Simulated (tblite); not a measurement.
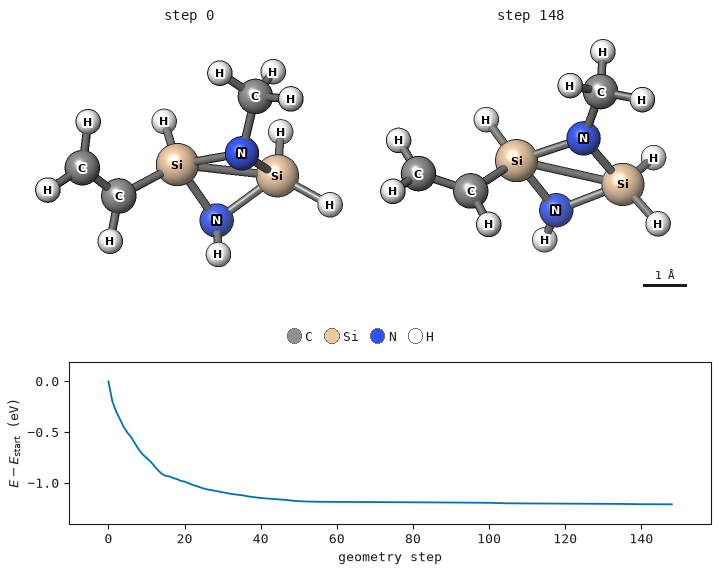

First and last geometry of a relaxation of C3H10N2Si2, with the history of the run. Style: ball-and-stick. Shown at a tilt.

Theory: GFN2-xTB geometry optimisation, gas phase (tblite 0.8.0). 

Read the history and describe the run.

Answer. It converged. The energy falls by 1.209 eV in 148 geometry steps. An H atom moves most after the best rigid fit: 1.54 Å. Largest moves by element: H 1.54 Å, N 0.53 Å, C 0.49 Å, Si 0.25 Å. Among the contacts that change: Si–Si 2.452 → 2.606 Å, C–Si 1.803 → 1.877 Å, N–Si 1.817 → 1.744 Å, N–Si 1.789 → 1.737 Å. Among the angles between lasting bonds that change: Si–N–H 105.8° → 131.3°, Si–Si–H 95.7° → 120.5°, Si–Si–H 98.9° → 121.0°. Groups turn about C–Si by about 45°. The run took 5.8 s on 1 thread of Intel(R) Xeon(R) Processor @ 2.50GHz (shared host).

```tsv
step	E − E(0), eV
0	0.0000
1	-0.1938
2	-0.2945
3	-0.3718
4	-0.4482
5	-0.5054
6	-0.5510
7	-0.6128
8	-0.6725
9	-0.7189
10	-0.7537
17	-0.9512
25	-1.0534
32	-1.1053
39	-1.1427
46	-1.1637
54	-1.1837
61	-1.1858
68	-1.1877
75	-1.1892
83	-1.1903
90	-1.1918
97	-1.1937
104	-1.1992
112	-1.2013
119	-1.2032
126	-1.2042
133	-1.2049
141	-1.2084
148	-1.2093
```
